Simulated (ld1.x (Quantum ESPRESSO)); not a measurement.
Input of ld1.x (Quantum ESPRESSO) 7.5:

```
 &input
   title='Al', zed=13., rel=0, dft='PZ', iswitch=3,
   config='[Ne] 3s2 3p0.5 3d-2',
   nld=3, rlderiv=2.40, eminld=-3.0, emaxld=5.0, deld=0.02
 /
 &inputp
   pseudotype=3, tm=.true., lloc=-2, rcloc=1.75,
   nlcc=.true., new_core_ps=.true., rcore=1.50,
   which_augfun='PSQ', rmatch_augfun=1.15,
   file_pseudopw='Al.UPF', file_wfcaegen='ae.wfc', file_wfcncgen='nc.wfc', file_beta='beta', file_chi='chi', file_wfcusgen='us.wfc'
 /
6
3S  1  0   2.00   0.00  1.80  2.20  0.0
3S  1  0   0.00   1.75  1.80  2.20  0.0
3P  2  1   0.50   0.00  2.05  2.20  0.0
3P  2  1   0.00   2.20  2.05  2.20  0.0
3D  3  2  -2.00  -0.20  1.50  1.70  0.0
3D  3  2  -2.00   2.20  1.50  1.70  0.0
 &test
   configts(1)='3s2 3p0.5'
 /
```

Launched with:
```bash
ld1.x < Al.in > Al.out
```

Functional and relativity: LDA (PZ), non-relativistic.

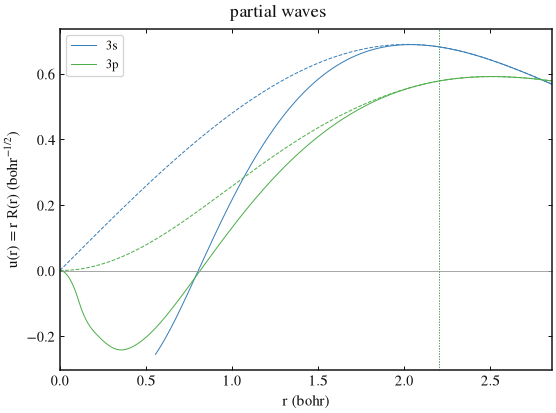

Partial waves u(r) = r R(r), all-electron (solid) and pseudo (dashed). Dotted lines mark the matching radii. The all-electron curves start outside the innermost oscillations, which aren't drawn.

Pseudo-waves: 3s has no node; 3p has no node.

* Cutoffs needed: 6 Ry or less and 8 Ry (the cutoffs, on a coarse ladder, from which the occupation-weighted sum of valence levels, in a spherical-Bessel basis at the reference potential, stays within 10 and 1 mRy of its value at 400 Ry)
* Ghost test: no ghost state below the valence levels in the s, p, d, f channels (spherical-Bessel basis up to 400 Ry, 20 bohr box)
* Configuration tests: test run stopped at test 2 of 9 (negative rho)
* Lowest eigenvalue of the overlap operator: 0.52 (s channel)
* Density cutoff estimated by the generator: 387 Ry
